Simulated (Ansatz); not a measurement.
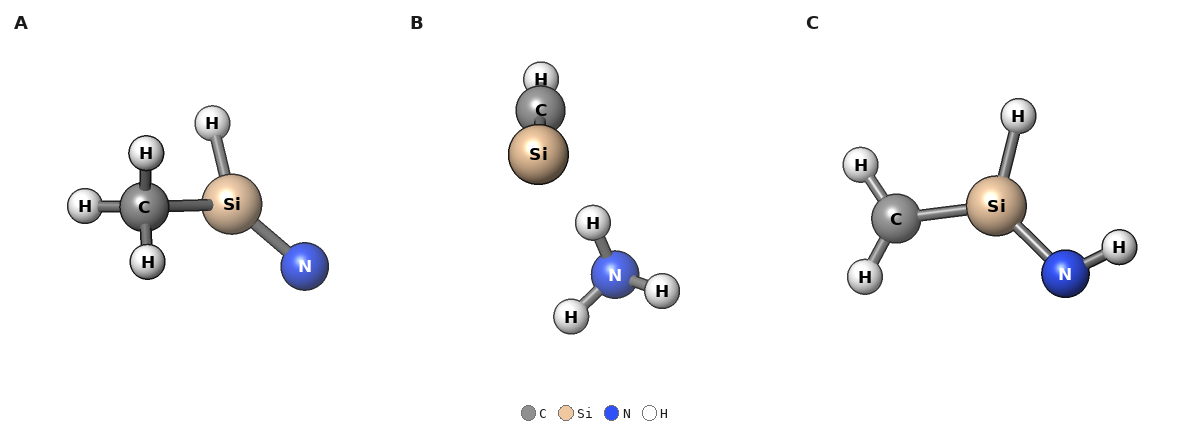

3 stationary structures of one formula. Charge −1, singlet. Geometries: PBE-D4/def2-SVPD. Electronic energies: PBE-D4/def2-SVPD (Ansatz 0.2.0), without zero-point energy. No frequency run is at hand to confirm each as a minimum. Each is one conformer, not always the lowest.

**Which structure is the most stable?**

C is lowest (Cs); A lies 20.2 kcal/mol above it (Cs), B lies 26.5 kcal/mol above it.
